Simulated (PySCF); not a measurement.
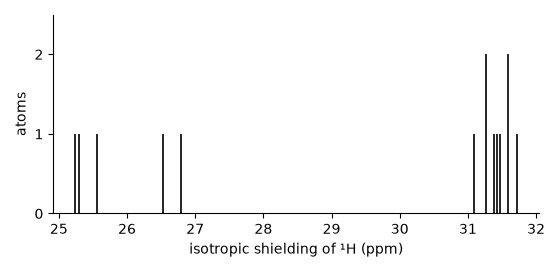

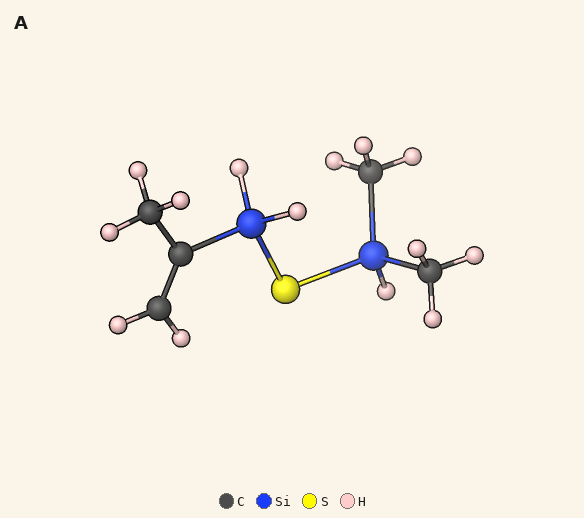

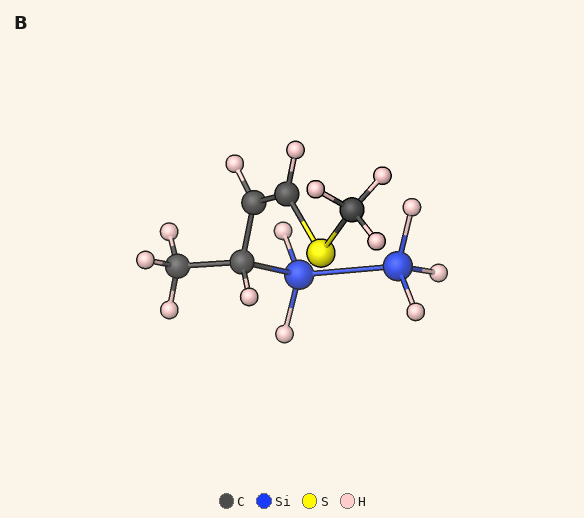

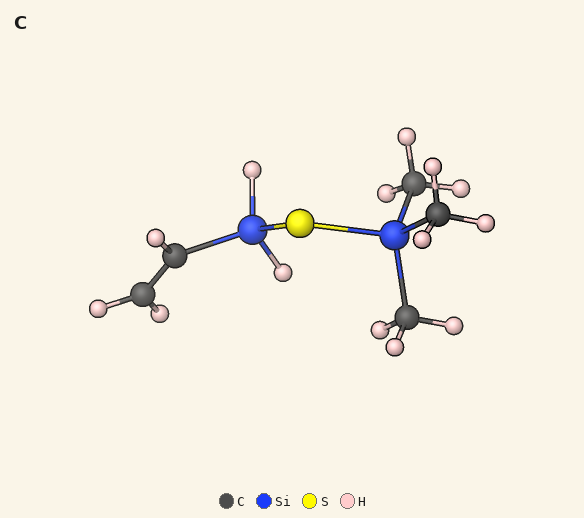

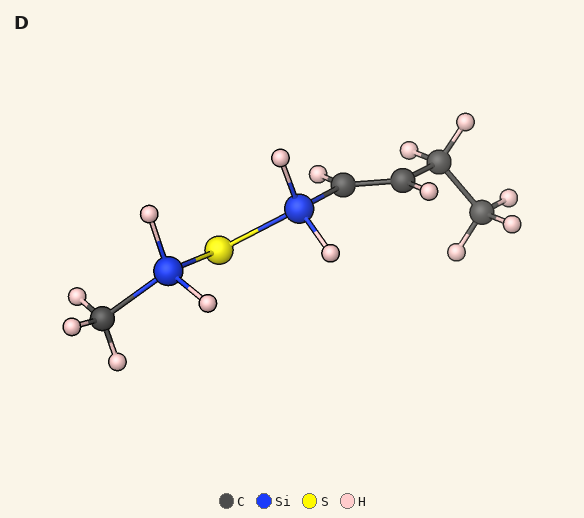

The sticks are computed shieldings of one of the molecules, for one fixed geometry (GFN2-xTB) without averaging over rotations. Low shielding means a high chemical shift. Method: GIAO PBE0/pcSseg-1 NMR shielding, non-relativistic, gas phase (PySCF 2.14.0).

**Match the spectrum to a structure.**

C, `C=C[SiH2]S[Si](C)(C)C`. Its 14 H atoms give lines at 25.24, 25.30, 25.56, 26.52, 26.80, 31.09, 31.27 (2 atoms), 31.38, 31.43, 31.48, 31.59 (2 atoms), 31.72 ppm.

The geometry is semi-empirical. Around Si such bond lengths and angles can be off by a tenth of an ångström or more and by several degrees, and values that hang on the shape move with them.
